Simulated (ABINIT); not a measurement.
# BP (F-43m): changed settings of a GW run in ABINIT

A base run on BP (F-43m), then changed inputs.

Calculated with ABINIT 10.8.3; PBE and many-body steps on it, plane waves.

## (1) Set-up

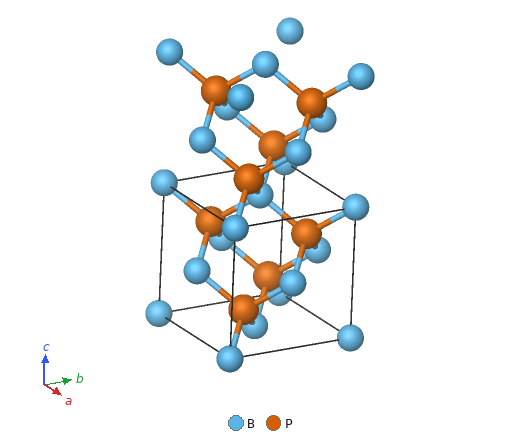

Start, viewed slightly off an axis; boron blue, phosphorus orange. 1×1×2 cells are drawn. This picture shows the conventional cell, with its axes. Bonds to atoms that aren't drawn are left out. Some periodic images of atoms are drawn too.

As a file:

```cif
data_structure
_symmetry_space_group_name_H-M 'F-43m'
_symmetry_Int_Tables_number 216
_cell_length_a 4.5380
_cell_length_b 4.5380
_cell_length_c 4.5380
_cell_angle_alpha 90.000
_cell_angle_beta 90.000
_cell_angle_gamma 90.000
_cell_volume 93.45
loop_
_atom_site_label
_atom_site_type_symbol
_atom_site_symmetry_multiplicity
_atom_site_Wyckoff_symbol
_atom_site_fract_x
_atom_site_fract_y
_atom_site_fract_z
_atom_site_occupancy
B1 B 4 a 0.00000 0.00000 0.00000 1
P1 P 4 d 0.25000 0.25000 0.75000 1
```

The cell and positions come from the Crystallography Open Database and are kept as given unless a step says otherwise.

## (2) Screening, 6×6×6 mesh, 201 bands, screening to 304.8 eV

This step: ABINIT 10.8.3; RPA screening on PBE, plane waves, norm-conserving pseudopotentials.

The RPA dielectric matrix is built and inverted for each q.

run.abi

```
acell 3*1.0 Angstrom
rprim 
  0.000000000000 2.269000000000 2.269000000000
  2.269000000000 0.000000000000 2.269000000000
  2.269000000000 2.269000000000 0.000000000000
ntypat 2
znucl 5 15
natom 2
typat 1 2
xred 
  0.000000000000 0.000000000000 0.000000000000
  0.250000000000 0.250000000000 0.250000000000
pp_dirpath "pseudos"
pseudos "B.upf, P.upf"
ecut 34
ngkpt 6 6 6
nshiftk 1
shiftk 0 0 0
kptopt 1
chksymbreak 0
istwfk *1
occopt 1
irdwfk 1
optdriver 3
nband 201
ecuteps 11.2
inclvkb 2
awtr 1
symchi 1
indata_prefix "in"
outdata_prefix "out"
tmpdata_prefix "tmp"
```

Launch:

```
> OMP_NUM_THREADS=1 mpirun -n 4 abinit run.abi > log
```

Log:

```text
.Version 10.8.3 of ABINIT. v10.8.2 released Aug 2026.

 Symmetries : space group F-4 3 m (#216); Bravais cF (face-center cubic)
[... echo of the input left out ...]
== DATASET  1 ==================================================================
-   mpi_nproc: 4, omp_nthreads: 1 (-1 if OMP is not activated)

--- !DatasetInfo
iteration_state: {dtset: 1, }
dimensions: {natom: 2, nkpt: 16, mband: 201, nsppol: 1, nspinor: 1, nspden: 1, mpw: 1524, }
cutoff_energies: {ecut:  34.0, pawecutdg:  -1.0, }
electrons: {nelect:   8.00000000E+00, charge:   0.00000000E+00, occopt:   1.00000000E+00, tsmear:   1.00000000E-02, }

 SCREENING: Calculation of the susceptibility and dielectric matrices

 Based on a program developped by R.W. Godby, V. Olevano, G. Onida, and L. Reining.
 Incorporated in ABINIT by V. Olevano, G.-M. Rignanese, and M. Torrent.
.Using double precision arithmetic ; gwpc =  8

[... cell and pseudopotentials left out ...]
--------------------------------------------------------------------------------

 ==== K-mesh for the wavefunctions ====
 Number of points in the irreducible wedge :    16
[... list of points left out ...]
 Together with 24 symmetry operations and time-reversal symmetry
 yields   216 points in the full Brillouin Zone.

 ==== Q-mesh for the screening function ====
 Number of points in the irreducible wedge :    16
[... list of points left out ...]
 Together with 24 symmetry operations and time-reversal symmetry
 yields   216 points in the full Brillouin Zone.

 setmesh: FFT mesh size selected  =    25x   25x   25
          total number of points  =        15625

 vcoul_init : cutoff-mode = AUXILIARY_FUNCTION
 q-points for optical limit:   1
     1)      0.000010    0.000020    0.000030

- screening: taking advantage of time-reversal symmetry
- Maximum band index for partially occupied states nbvw = 4
- Remaining bands to be divided among processors   nbcw = 197
- Number of bands treated by each node ~49

 Number of electrons calculated from density =    8.0000; Expected =    8.0000
 average of density, n =  0.050741
 r_s =    1.6757
 omega_plasma =   21.7288 [eV]

 calculating chi0 at frequencies [eV] :
  1    0.000000E+00    0.000000E+00
  2    0.000000E+00    2.172879E+01

--------------------------------------------------------------------------------
  q-point number  1        q = ( 0.000000, 0.000000, 0.000000) [r.l.u.]
--------------------------------------------------------------------------------
[... chi0 elements left out ...]
 For q-point:  0.000010 0.000020 0.000030
  dielectric constant =   9.7363
  dielectric constant without local fields =  10.6503

  Average fulfillment of the sum rule on Im[epsilon] for q-point    1 :     95.28  [%]
[... wings left out ...]
  q-point number  2        q = ( 0.166667, 0.000000, 0.000000) [r.l.u.]
--------------------------------------------------------------------------------
[... chi0 elements left out ...]
  Average fulfillment of the sum rule on Im[epsilon] for q-point    2 :     96.06  [%]

 [... 14 further q-points ...]
```

Elapsed: 80 s, on 4 MPI ranks of Intel Xeon Platinum 8488C (Sapphire Rapids), shared host; peak memory 1.4 GiB.

This step gave:

```yaml
eps_infinity_with_local_fields_on_this_mesh_along_the_program_s_q_direction: 9.736
the_same_without_local_fields: 10.65
plasma_frequency: 21.73 eV
plane_waves_in_the_screening_matrix: 283
```

Local fields lower ε∞ by 9 %.

## (3) Base

The self-energy is evaluated for the states that the input lists, and the levels follow from it, in one-shot runs by the linearised quasiparticle equation.

This step: G0W0 on PBE, plane waves, norm-conserving pseudopotentials.

Changes to run.abi since step 2:

```diff
@@ -23,8 +23,17 @@
 irdwfk 1
-optdriver 3
+optdriver 4
 nband 201
+gwcalctyp 0
+ecutsigx 34
+symsigma 1
+nkptgw 2
+kptgw 
+  0.0000000000 0.0000000000 0.0000000000
+  0.5000000000 0.5000000000 0.0000000000
+bdgw 
+  2 7
+  3 6
 ecuteps 11.2
-inclvkb 2
-awtr 1
-symchi 1
+irdscr 1
+ppmodel 1
 indata_prefix "in"
```

Log:

```text
.Version 10.8.3 of ABINIT. v10.8.2 released Aug 2026.

 Symmetries : space group F-4 3 m (#216); Bravais cF (face-center cubic)
[... echo of the input left out ...]
== DATASET  1 ==================================================================
-   mpi_nproc: 4, omp_nthreads: 1 (-1 if OMP is not activated)

--- !DatasetInfo
iteration_state: {dtset: 1, }
dimensions: {natom: 2, nkpt: 16, mband: 201, nsppol: 1, nspinor: 1, nspden: 1, mpw: 1524, }
cutoff_energies: {ecut:  34.0, pawecutdg:  -1.0, }
electrons: {nelect:   8.00000000E+00, charge:   0.00000000E+00, occopt:   1.00000000E+00, tsmear:   1.00000000E-02, }

 SIGMA: Calculation of the GW corrections

 Based on a program developped by R.W. Godby, V. Olevano, G. Onida, and L. Reining.
 Incorporated in ABINIT by V. Olevano, G.-M. Rignanese, and M. Torrent.
.Using double precision arithmetic ; gwpc =  8

[... cell and pseudopotentials left out ...]
--------------------------------------------------------------------------------

 ==== K-mesh for the wavefunctions ====
 Number of points in the irreducible wedge :    16
[... list of points left out ...]
 Together with 24 symmetry operations and time-reversal symmetry
 yields   216 points in the full Brillouin Zone.

 ==== Q-mesh for screening function ====
 Number of points in the irreducible wedge :    16
[... list of points left out ...]
 Together with 24 symmetry operations and time-reversal symmetry
 yields   216 points in the full Brillouin Zone.

 vcoul_init : cutoff-mode = AUXILIARY_FUNCTION
 q-points for optical limit:   1
     1)      0.000010    0.000020    0.000030
 setmesh: FFT mesh size selected  =    32x   32x   32
          total number of points  =        32768

 Number of electrons calculated from density =    8.0000; Expected =    8.0000
 average of density, n =  0.050741
 r_s =    1.6757
 omega_plasma =   21.7288 [eV]

 === KS Band Gaps ===
  >>>> For spin  1
   Minimum direct gap =   3.4068 [eV], located at k-point      :   0.0000  0.0000  0.0000
   Fundamental gap    =   1.3473 [eV], Top of valence bands at :   0.0000  0.0000  0.0000
                                       Bottom of conduction at :   0.5000  0.5000  0.0000
 SIGMA fundamental parameters:
 PLASMON POLE MODEL  1
 number of plane-waves for SigmaX                 1459
 number of plane-waves for SigmaC and W            283
 number of plane-waves for wavefunctions          1459
 number of bands                                   201
 number of independent spin polarizations            1
 number of spinorial components                      1
 number of k-points in IBZ                          16
 number of q-points in IBZ                          16
 number of symmetry operations                      24
 number of k-points in BZ                          216
 number of q-points in BZ                          216
 number of frequencies for dSigma/dE                 9
 frequency step for dSigma/dE [eV]                0.25
 number of omega for Sigma on real axis              0
 max omega for Sigma on real axis  [eV]           0.00
 zcut for avoiding poles [eV]                     0.10

 EPSILON^-1 parameters (SCR file):
 dimension of the eps^-1 matrix on file            283
 dimension of the eps^-1 matrix used               283
 number of plane-waves for wavefunctions          1459
 number of bands                                   201
 number of q-points in IBZ                          16
 number of frequencies                               2
 number of real frequencies                          1
 number of imag frequencies                          1

 matrix elements of self-energy operator (all in [eV])

 Perturbative Calculation

--- !SelfEnergy_ee
iteration_state: {dtset: 1, }
kpoint     : [   0.000,    0.000,    0.000, ]
spin       : 1
KS_gap     :    3.407
QP_gap     :    4.288
Delta_QP_KS:    0.881
data: !SigmaeeData |
     Band     E0 <VxcDFT>   SigX SigC(E0)      Z dSigC/dE  Sig(E)    E-E0       E
        2   7.266 -13.300 -15.048   0.870   0.791  -0.264 -13.995  -0.695   6.571
        3   7.266 -13.300 -15.048   0.870   0.791  -0.264 -13.995  -0.695   6.571
        4   7.266 -13.300 -15.048   0.870   0.791  -0.264 -13.995  -0.695   6.571
        5  10.672 -12.025  -7.238  -4.553   0.793  -0.261 -11.839   0.186  10.859
        6  10.672 -12.025  -7.238  -4.553   0.793  -0.261 -11.839   0.186  10.859
        7  10.672 -12.025  -7.238  -4.553   0.793  -0.261 -11.839   0.186  10.859

--- !SelfEnergy_ee
iteration_state: {dtset: 1, }
kpoint     : [   0.500,    0.500,    0.000, ]
spin       : 1
KS_gap     :    5.461
QP_gap     :    6.361
Delta_QP_KS:    0.900
data: !SigmaeeData |
     Band     E0 <VxcDFT>   SigX SigC(E0)      Z dSigC/dE  Sig(E)    E-E0       E
        3   3.152 -12.497 -15.992   2.379   0.772  -0.295 -13.359  -0.862   2.290
        4   3.152 -12.497 -15.992   2.379   0.772  -0.295 -13.359  -0.862   2.290
        5   8.613 -10.826  -6.523  -4.256   0.804  -0.243 -10.788   0.038   8.651
        6   8.933 -10.680  -6.271  -4.296   0.809  -0.236 -10.589   0.091   9.024

== END DATASET(S) ==============================================================
================================================================================

 -outvars: echo values of variables after computation  --------
           etotal      0.0000000000E+00
            nband         201
             nkpt          16
          spgroup         216
 [... the other variables as echoed above ...]

 Calculation completed.
```

The job ended after 35 s (4 MPI ranks; peak memory 1.5 GiB; 2.3 min of CPU time).

Numbers from this step:

```yaml
g0w0_gap_on_the_points_computed: 2.08 eV
starting_gap_on_the_mesh: 1.347 eV
k_of_the_valence_top: 0, 0, 0
k_of_the_conduction_bottom: 0.5, 0.5, 0
z_at_the_valence_top: 0.791
z_at_the_conduction_bottom: 0.804
least_direct_g0w0_gap_on_the_computed_points: 4.288 eV
```

The gap on the mesh goes from 1.35 eV to 2.08 eV, a correction of +0.73 eV.

## (4) Coulomb singularity

Changes to run.abi since step 3:

```diff
@@ -38,2 +38,3 @@
 ppmodel 1
+gw_icutcoul 7
 indata_prefix "in"
```

Log:

```text
.Version 10.8.3 of ABINIT. v10.8.2 released Aug 2026.

 Symmetries : space group F-4 3 m (#216); Bravais cF (face-center cubic)
[... echo of the input left out ...]
== DATASET  1 ==================================================================
-   mpi_nproc: 4, omp_nthreads: 1 (-1 if OMP is not activated)

--- !DatasetInfo
iteration_state: {dtset: 1, }
dimensions: {natom: 2, nkpt: 16, mband: 201, nsppol: 1, nspinor: 1, nspden: 1, mpw: 1524, }
cutoff_energies: {ecut:  34.0, pawecutdg:  -1.0, }
electrons: {nelect:   8.00000000E+00, charge:   0.00000000E+00, occopt:   1.00000000E+00, tsmear:   1.00000000E-02, }

 SIGMA: Calculation of the GW corrections

 Based on a program developped by R.W. Godby, V. Olevano, G. Onida, and L. Reining.
 Incorporated in ABINIT by V. Olevano, G.-M. Rignanese, and M. Torrent.
.Using double precision arithmetic ; gwpc =  8

[... cell and pseudopotentials left out ...]
--------------------------------------------------------------------------------

 ==== K-mesh for the wavefunctions ====
 Number of points in the irreducible wedge :    16
[... list of points left out ...]
 Together with 24 symmetry operations and time-reversal symmetry
 yields   216 points in the full Brillouin Zone.

 ==== Q-mesh for screening function ====
 Number of points in the irreducible wedge :    16
[... list of points left out ...]
 Together with 24 symmetry operations and time-reversal symmetry
 yields   216 points in the full Brillouin Zone.

 vcoul_init : cutoff-mode = AUX_GB
 q-points for optical limit:   1
     1)      0.000010    0.000020    0.000030
 setmesh: FFT mesh size selected  =    32x   32x   32
          total number of points  =        32768

 Number of electrons calculated from density =    8.0000; Expected =    8.0000
[...]
number of omega for Sigma on real axis              0
 max omega for Sigma on real axis  [eV]           0.00
 zcut for avoiding poles [eV]                     0.10

 EPSILON^-1 parameters (SCR file):
 dimension of the eps^-1 matrix on file            283
 dimension of the eps^-1 matrix used               283
 number of plane-waves for wavefunctions          1459
 number of bands                                   201
 number of q-points in IBZ                          16
 number of frequencies                               2
 number of real frequencies                          1
 number of imag frequencies                          1

 matrix elements of self-energy operator (all in [eV])

 Perturbative Calculation

--- !SelfEnergy_ee
iteration_state: {dtset: 1, }
kpoint     : [   0.000,    0.000,    0.000, ]
spin       : 1
KS_gap     :    3.407
QP_gap     :    4.288
Delta_QP_KS:    0.881
data: !SigmaeeData |
     Band     E0 <VxcDFT>   SigX SigC(E0)      Z dSigC/dE  Sig(E)    E-E0       E
        2   7.266 -13.300 -15.039   0.866   0.791  -0.264 -13.991  -0.691   6.575
        3   7.266 -13.300 -15.039   0.866   0.791  -0.264 -13.991  -0.691   6.575
        4   7.266 -13.300 -15.039   0.866   0.791  -0.264 -13.991  -0.691   6.575
[...]
--- !SelfEnergy_ee
iteration_state: {dtset: 1, }
kpoint     : [   0.500,    0.500,    0.000, ]
spin       : 1
KS_gap     :    5.461
QP_gap     :    6.361
Delta_QP_KS:    0.900
data: !SigmaeeData |
     Band     E0 <VxcDFT>   SigX SigC(E0)      Z dSigC/dE  Sig(E)    E-E0       E
[...]
5   8.613 -10.826  -6.523  -4.251   0.805  -0.243 -10.785   0.041   8.654
        6   8.933 -10.680  -6.271  -4.292   0.809  -0.236 -10.586   0.094   9.027

== END DATASET(S) ==============================================================
================================================================================

 -outvars: echo values of variables after computation  --------
           etotal      0.0000000000E+00
            nband         201
             nkpt          16
          spgroup         216
 [... the other variables as echoed above ...]

 Calculation completed.
```

Elapsed: 35 s, on 4 MPI ranks; peak memory 1.5 GiB.

This step gave:

```yaml
g0w0_gap_on_the_points_computed: 2.079 eV
starting_gap_on_the_mesh: 1.347 eV
k_of_the_valence_top: 0, 0, 0
k_of_the_conduction_bottom: 0.5, 0.5, 0
z_at_the_valence_top: 0.791
z_at_the_conduction_bottom: 0.805
least_direct_g0w0_gap_on_the_computed_points: 4.287 eV
```

Against G0W0 in ABINIT (6×6×6 mesh, 201 bands, screening to 304.8 eV, Godby-Needs plasmon pole), the gap moves by −0.001 eV.

## (5) The runs together

Times are wall times on 4 MPI ranks of Intel Xeon Platinum 8488C (Sapphire Rapids), shared host, good to a factor of about two. A run's time includes the screening step that it read.

```csv
run,mesh,bands,screening cutoff (eV),DFT gap (eV),gap on the mesh (eV),direct (eV),ε∞ used,time
base,6×6×6,201,304.8,1.347,2.080,4.288,9.74,1.9 min
Coulomb singularity,6×6×6,201,304.8,1.347,2.079,4.287,9.74,1.9 min
```

## (6) Results

```
base                : 2.080 eV
Coulomb singularity : 2.079 eV
known limits        : not at the basis limit
```

Coulomb singularity: −0.001 eV against base (keys changed: gw_icutcoul). Bands and cutoff are finite, so the gap is not at the basis limit. The miss can reach some tenths of an eV and take either sign; the mesh is an error of its own. In the G0W0 runs levels were corrected at 2 k points alone, so a gap called «on the mesh» is the least over those, and an edge elsewhere would be missed.

[Paths, hosts, dates, memory and timing lines, banners, echoed tables and standing remarks are left out of the program output.]

[Logs are printed without paths, hosts, clocks, repeated set-up lines and the standing remarks that a program may print on its own settings, such as how far it seeks lower states.]

[Runs of the session that timed out or met a known fault of the program may be left out.]

[Hosts, paths, dates, database ids (printed as entryN), source tags and the programs' standing remarks are cut or masked in the printed files.]

[G0W0 gaps are taken among the corrected bands and points alone; a level outside them can change the order at an edge.]

[Where Ansatz stands beside ABINIT at settings called matched, ABINIT's density can come from a denser mesh and the files from another edition; pairs whose starting gaps differed by over 0.03 eV were left out, so agreement reads better than it is.]
